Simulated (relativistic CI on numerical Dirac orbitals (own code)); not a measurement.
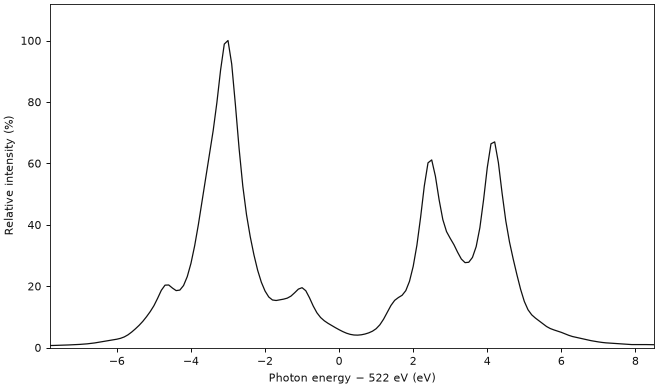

L₂,₃ X-ray absorption of V³⁺ (vanadium, Z = 23), [Ar] 3d², in a field of Td symmetry with 10Dq = −9,550 cm⁻¹. Multiplet model: relativistic Dirac–Coulomb–Breit theory, one configuration a step, Slater integrals scaled by 0.7, 300 K, Voigt broadening (Lorentzian 0.4 eV, Gaussian 0.3 eV full widths), computed with a radial Dirac CI code.

> What does the spectrum show?

The main maxima lie at 517.4 eV (20), 519.0 eV (100), 521.0 eV (19), 524.5 eV (61) and 526.2 eV (67), heights in % of the largest; the centroid is at 522.0 eV. The ground state has S = 1.00.

Caveat: free-ion energies, so absolute edge positions are off by a few eV from solids.
